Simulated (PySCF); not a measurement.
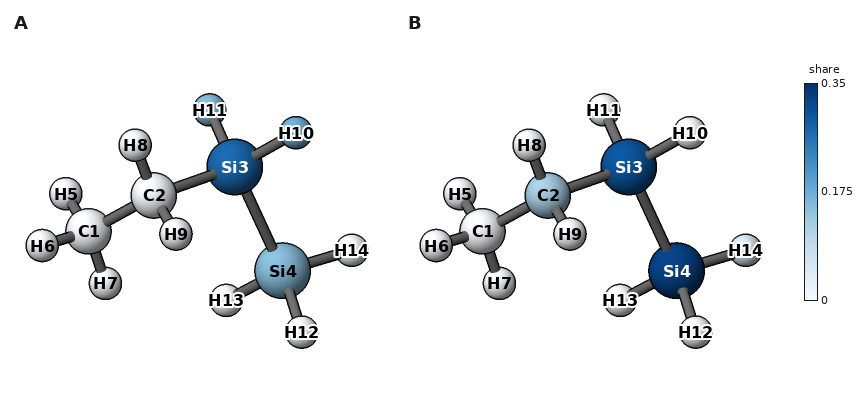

Each panel colours the atoms by their Löwdin share in one orbital (up to four of the largest shares; other atoms are shown as zero). The geometry was computed by an optimisation with PBE0-D3(BJ)/def2-SVP. No frequency run is at hand to confirm it as a minimum. Computed with LC-wPBE/def2-SVPD (PySCF 2.14.0).

**The panels show the HOMO−2, HOMO, in some order. Which is which?**

A: HOMO−2, −12.01 eV; Si3 0.27, H10 0.17, H11 0.15, Si4 0.15
B: HOMO, −10.54 eV; Si4 0.32, Si3 0.30, C2 0.12, H14 0.05
